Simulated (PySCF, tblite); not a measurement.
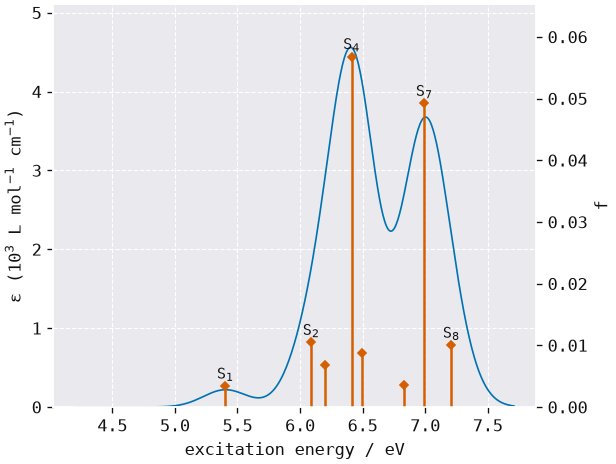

Vertical TDDFT excitations, CAM-B3LYP/def2-SVPD with PySCF 2.14.0, at a GFN2-xTB geometry (a minimum by its frequencies), gas phase. The lowest 8 singlet states are shown; each is broadened by a Gaussian of 1/e half-width 0.25 eV. Sticks give oscillator strengths (right axis).

Question: Which molecule gives this spectrum?
A. C₃H₁₁BN₂Si, SMILES BN(C=C)[SiH2]NC
B. C₃H₁₁BN₂Si, SMILES BN1C[C@H](C)N[SiH2]1
C. C₃H₁₁BN₂Si, SMILES C[SiH2][C@@H]1CNBN1

Answer: C. Its lowest singlet lies at 5.40 eV (f = 0.003) and the brightest of those computed is S4 at 6.41 eV (193 nm), f = 0.057, mainly HOMO → LUMO+5 (66 %).

Known limits of this run: states above the negative HOMO energy depend on the basis; the tight-binding geometry is rougher than a DFT one and adds to the error; one conformer of a flexible molecule; core orbitals are frozen in the response.
